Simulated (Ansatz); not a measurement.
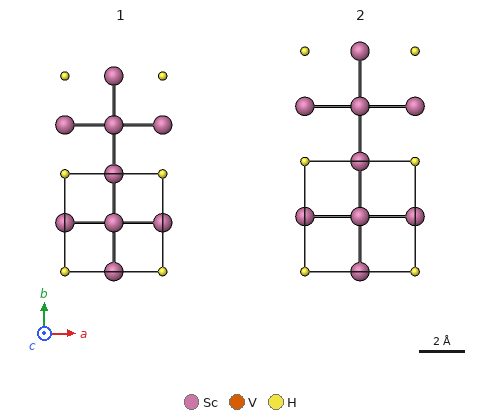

Two geometries of solid Sc3VH (a generated structure, set up in Pm-3m) (coarse preliminary run), drawn at one scale. One is the start of a relaxation, the other its converged end. A ball-and-stick model of the cell of the calculation, repeated 1 × 2 × 1 with one cell outlined, seen along the c axis.

The calculation used Ansatz, DFT PBE, scalar-relativistic, plane waves, PAW. Set-up: plane-wave cutoff 420 eV; k-point mesh 4 × 4 × 4; occupations gaussian; smearing width 0.1 eV; collinear spin; cell and atoms relaxed; force threshold 0.04 eV/Å; at most 70 steps.

### Which of the two is the end point?

Structure 2 is the relaxed one. The energy falls by 2.063 eV per cell of the calculation in 5 accepted moves (7 points after the start). All forces vanish by symmetry, so only the cell relaxes. The pressure goes from 24.47 to 0.09 GPa. The SCF was repeated twice at an unchanged geometry on a basis and grid sized afresh for the cell, which shifted the energy by 40.5 meV per cell of the calculation at most. The atoms keep their places relative to the cell (all moves are under 0.005 Å). The drawn cell changes as follows: a = b = c 4.373 → 4.927 Å (+12.7 %); the volume changes by +43.0 %. Near-neighbour distances that change, for instance: Sc–Sc 3.092 → 3.484 Å, Sc–V 2.187 → 2.464 Å. The space group stays Pm-3m (No. 221). The program noted that the starting moments weren't kept.
